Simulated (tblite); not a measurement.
# Frequency calculation of C4H13GaO2Si

The run: frequency calculation of C4H13GaO2Si. Method and program: GFN2-xTB harmonic vibrations, gas phase (tblite 0.8.0).

It belongs to a series of runs on one base structure; here: H on Ga replaced by OSiH3.

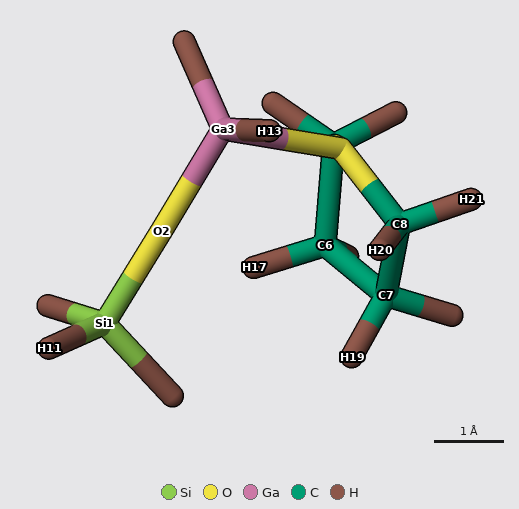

Figure 1. The input geometry (stick view, seen at a tilt; atoms are numbered from 1 in the order of the input). Sticks mark near contacts.

## Key numbers

| quantity | value |
| --- | --- |
| outcome | converged |
| total energy | −717.6693 eV |
| zero-point energy | 97.1140 kcal/mol |
| hardware | 1 CPU thread, shared host |
| wall time | 0.77 s |
| peak memory | 0.18 GiB |

## Input
```
{"job": {"kind": "ir", "xc": "GFN2-xTB", "basis": "xTB"}, "charge": 0, "multiplicity": 1}
Si     2.690234    -0.564042    -1.156509
O      1.989597     0.434071    -0.098313
Ga     1.250130     1.545547     1.056666
O     -0.749224     0.877335     0.974793
C     -1.088404    -0.399306     1.496737
C     -1.088521    -1.316926     0.278233
C     -1.598563    -0.396923    -0.841550
C     -1.452358     1.017645    -0.256023
H      1.673086    -0.914799    -2.164561
H      3.097849    -1.773400    -0.432612
H      3.825204     0.118085    -1.777963
H      1.552830     1.215040     2.530942
H      1.034379     2.968102     0.503372
H     -0.340269    -0.663438     2.247262
H     -2.082857    -0.345437     1.961524
H     -1.715699    -2.193686     0.422450
H     -0.066944    -1.632466     0.066166
H     -2.639695    -0.604261    -1.086874
H     -0.999060    -0.512897    -1.741525
H     -0.868535     1.690390    -0.889873
H     -2.432102     1.468309    -0.051353
```

The first line tells a small driver script what to run in tblite; the rest is the geometry in Å.

Run as:
```bash
OMP_NUM_THREADS=1 python <driver script> task.json out
```

## Output
```
mode    cm-1     km/mol
  1      20.5      0.15
  2      27.7      0.18
  3      42.6      0.40
  4      64.2      0.55
  5      81.7      3.52
  6      88.5      1.98
  7     131.1      0.86
  8     148.9      7.97
  9     184.0     21.32
 10     294.9     14.12
 11     331.3     27.19
 12     386.3     58.29
 13     455.8     41.29
 14     547.8    287.80
 15     613.6      8.56
 16     619.1     68.77
 17     629.1     89.49
 18     667.7      5.61
 19     696.0    400.04
 20     773.8    219.01
 21     793.1    236.28
 22     820.4     10.01
 23     830.6    370.30
 24     875.3      3.20
 25     930.3     55.13
 26     962.1     34.35
 27     973.7    368.18
 28     980.9      9.49
 29     987.6      6.53
 30    1087.2     47.30
 31    1097.6      6.36
 32    1116.4      2.26
 33    1173.5      6.60
 34    1178.5      5.76
 35    1202.6      3.78
 36    1223.6      7.68
 37    1284.3      1.33
 38    1287.5      3.62
 39    1311.1      2.78
 40    1311.4      4.05
 41    1450.5      0.51
 42    1457.4      2.48
 43    1465.1      5.12
 44    1488.0      5.12
 45    1723.1    701.09
 46    1743.5     62.98
 47    2134.7    397.72
 48    2203.0    329.41
 49    2242.1    254.89
 50    2891.1     40.44
 51    2903.4     41.13
 52    2953.3     11.95
 53    2969.3     12.16
 54    3001.9      3.78
 55    3011.5     32.89
 56    3030.2     27.16
 57    3031.6     16.92
```

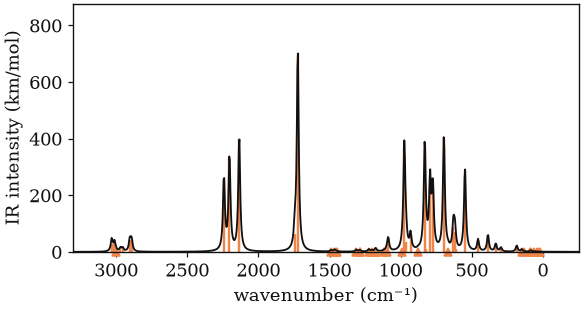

Figure 2. Harmonic infrared spectrum, unscaled: sticks (degenerate modes added up, dark ones marked on the axis) with a Lorentzian envelope of 16 cm⁻¹ full width, scaled to the tallest stick. 57 modes from 20 to 3032 cm⁻¹, none imaginary. The strongest line is at 1723 cm⁻¹ (701 km/mol).
